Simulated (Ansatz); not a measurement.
The parent structure is MoSe2 in the 2H-MoS2 type structure (space group P6_3/mmc, No. 194; a = 3.277 Å, c = 12.732 Å; layered, stacked along the Cartesian z axis).

Perturbation: a free-standing slab of 1 layer (3 atoms, 3 a layer) is cut normal to the stacking axis, with 15 Å of vacuum and the in-plane cell relaxed.

Level of theory: PBE-D3(BJ), PAW, 420 eV (Ansatz, a first-principles code; no SOC).

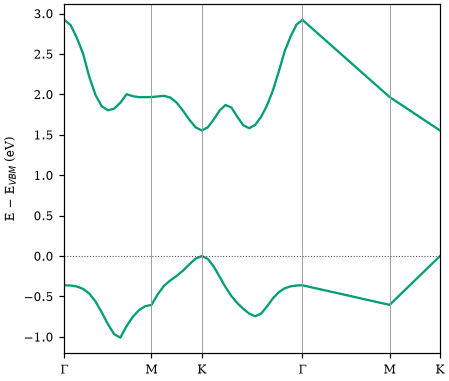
Figure. Highest valence and lowest conduction band along the path of the changed cell's own zone

**Question.** From the figure, how large is the changed gap, and is it direct?

**Answer.** About 1.55 eV, direct at K.

Stability against distortions was not tested. Labels are those of the standard path for the cell's own space group.
